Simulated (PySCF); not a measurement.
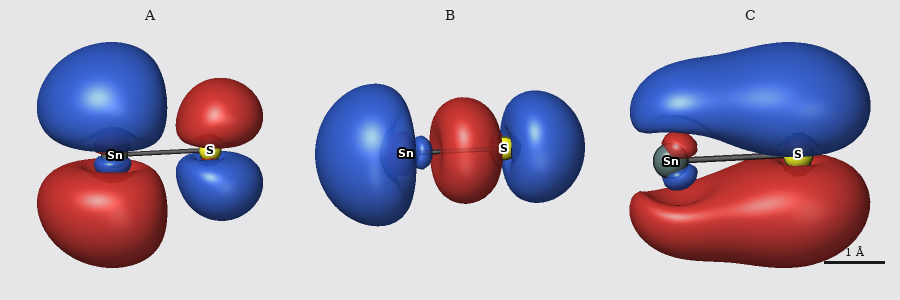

The picture shows: SnS. Three frontier orbitals, each drawn at the value that holds 80 % of its norm (blue and red are the two phases), in no order; of a degenerate pair one member is drawn.

Core potentials replace the inner electrons of Sn.

Computed with PBE0/def2-SVP, non-relativistic Hamiltonian with scalar-relativistic core potentials where named, at a bond length of 2.226 Å in PySCF 2.14.0.

Name the orbitals and rank them from lowest to highest energy.

Answer. Orbital B: σ, occupied, −7.38 eV; shared between the atoms (Sn 50 %, S 50 %).
Orbital C: π, occupied, −7.23 eV; mainly on S (75 %).
Orbital A: π, empty, −2.40 eV; mainly on Sn (75 %).
